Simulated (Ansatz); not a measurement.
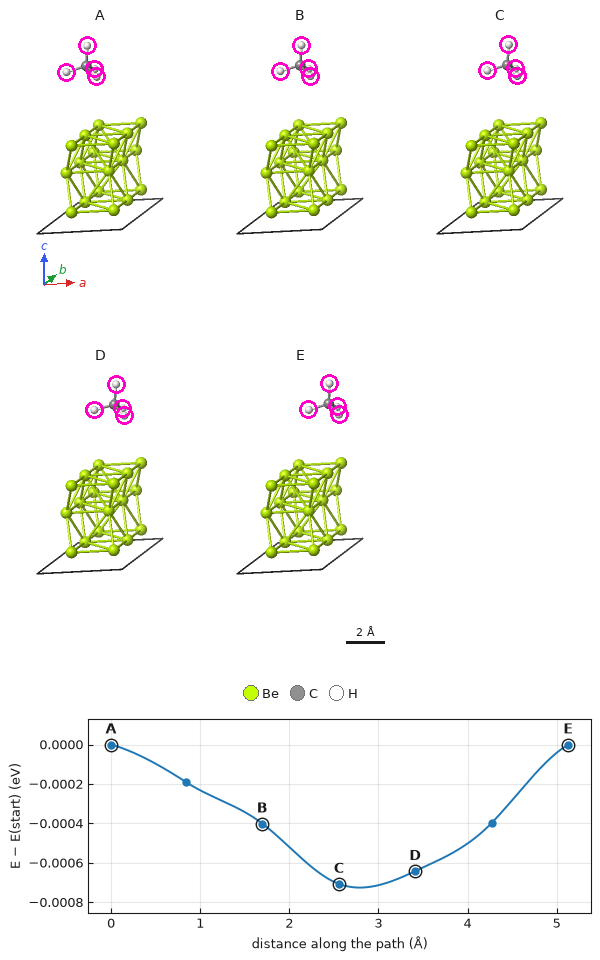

NEB run on CH4 on Be(0001) (23 atoms in the cell). Images are numbered from 0 (start) to 6 (end). Frames A to E are images 0, 2, 3, 4, 6. The picture is a ball-and-stick view of the simulation cell, with the vacuum cut short (origin moved), seen slightly off an axis. The atoms that move most are ringed. Bonds to atoms that aren't drawn are left out.

Method: DFT PBEsol, scalar-relativistic, plane waves, PAW in Ansatz. Settings: plane-wave cutoff 420 eV; k-point mesh 5 × 4 × 1; Fermi-Dirac smearing 0.15 eV; 6 atoms held fixed; 5 movable images; climbing image; force threshold 0.05 eV/Å; iteration limit 24; starting path by image-dependent pair potential.

> What happens along the path, and what is the barrier?

An H atom travels furthest, 2.29 Å from end to end, on a straight line. It doesn't move alone: C (2.29 Å), H (2.29 Å), H (2.29 Å), H (2.29 Å) move with it. No barrier shows: the energy is highest at the start, and the end lies 0.000 eV below the start. The band converged in 6 iterations. The largest component of the band force went from 7.5 to 0.0037 eV/Å.

Limits of the set-up: the periodic images lie only 4.6 Å apart, so the values are limited by the cell's size.

The run took 4.7 min on 2 threads of Arm Neoverse V2 (shared host), peak memory 1.4 GiB.
